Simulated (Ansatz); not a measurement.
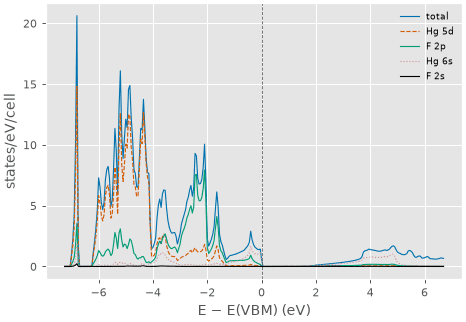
Figure. Total and projected density of states of HgF in space group I4/mmm (No. 139; Hg on 4e, F on 4e), r²SCAN+D4 (plane waves, PAW; program Ansatz)

Which orbitals carry the states next to the gap?

Top 1 eV of the valence band: Hg 6s 58 %, F 2p 31 %, Hg 5d 5 %, outside the projected shells 5 %. Bottom 1 eV of the conduction band: Hg 6s 68 %, F 2p 16 %, Hg 5d 11 %. Projections are on Löwdin-orthogonalised atomic valence shells; empty p or d shells of many metals are not among them.

Where is the tallest occupied peak in this window, and what makes it?

Near -6.8 eV, about 21 states/eV per cell; the largest projected share is Hg 5d.

The first step of the workflow began from a Materials Project structure, measured or hypothetical; the Crystallography Open Database files this formula in space group No. 139, but the cells were not matched. Whether it is the stable phase at ambient conditions was not checked. The cell was relaxed with r²SCAN+D4 under the symmetry of its start; its stability against distortions is not shown here. Spin–orbit coupling is left out wherever it is not named.

Potentials: the later of the program's two PAW sets.
